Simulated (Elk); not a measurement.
Band structure of HfZn2 (Fd-3m, 6 atoms in the cell).

```yaml
crystal:
  lattice:
    - [0.00000, 3.55564, 3.55564]
    - [3.55564, 0.00000, 3.55564]
    - [3.55564, 3.55564, 0.00000]
  atoms:
    - { symbol: Hf, position: [0.75000, 0.75000, 0.75000], spin: 1.0 }
    - { symbol: Hf, position: [0.50000, 0.50000, 0.50000], spin: 1.0 }
    - { symbol: Zn, position: [0.12500, 0.12500, 0.62500] }
    - { symbol: Zn, position: [0.12500, 0.62500, 0.12500] }
    - { symbol: Zn, position: [0.12500, 0.12500, 0.12500] }
    - { symbol: Zn, position: [0.62500, 0.12500, 0.12500] }
```
(The spins are starting values, not results.)

Method: Elk with LDA (PW92), all-electron FP-LAPW, Elk's shipped species files, LAPW+lo basis.

Settings: xctype = 3; spinpol = true; rgkmax = 8; stype = 3; swidth = 0.00367493 Ha; ngridk = 5 5 5; reducebf = 0.7; gmaxvr = 16 1/bohr; nxoapwlo = 1; rmtscf = 0.93; nempty = 8 per atom.

The starting cell comes from a database of computed structures (which also holds hypothetical and non-ambient phases and stackings), without a prior relaxation at this level. Its lattice was rescaled by a random factor within 2.5 % of one. Spin-orbit coupling is off. The starting moments vanished: the run ended non-magnetic. Values depend on the basis (sphere radii, cutoffs, local orbitals), which need not be converged.

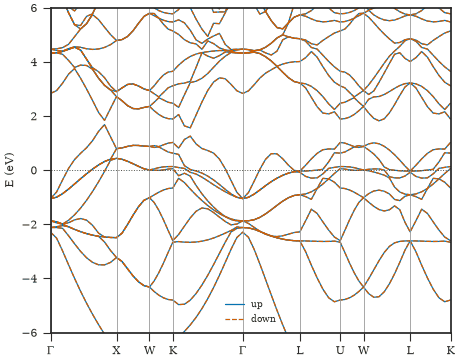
*Bands along the path, energies from the Fermi level.*

Levels in eV from the Fermi level, bands 59 to 66 of the first spin channel:
```json
[
 {"point": "Γ", "59": "-1.87", "60": "-1.87", "61": "-1.87", "62": "-1.05", "63": "-1.05", "64": "-1.05", "65": "2.84", "66": "4.32"},
 {"point": "X", "59": "-2.49", "60": "-2.49", "61": "0.44", "62": "0.44", "63": "0.79", "64": "0.79", "65": "2.72", "66": "2.72"},
 {"point": "W", "59": "-1.02", "60": "-1.02", "61": "0.01", "62": "0.01", "63": "0.88", "64": "0.88", "65": "2.35", "66": "2.35"},
 {"point": "K", "59": "-2.61", "60": "-0.66", "61": "0.06", "62": "0.13", "63": "0.63", "64": "1.02", "65": "1.89", "66": "2.47"},
 {"point": "L", "59": "-2.28", "60": "-0.91", "61": "-0.91", "62": "-0.08", "63": "-0.04", "64": "-0.04", "65": "3.22", "66": "3.22"},
 {"point": "U", "59": "-2.61", "60": "-0.66", "61": "0.06", "62": "0.13", "63": "0.63", "64": "1.02", "65": "1.89", "66": "2.47"}
]
```

Bands cross the Fermi level along this path, so the cell is metallic at this level.

The net moment of the cell came out as 0.00 μB.
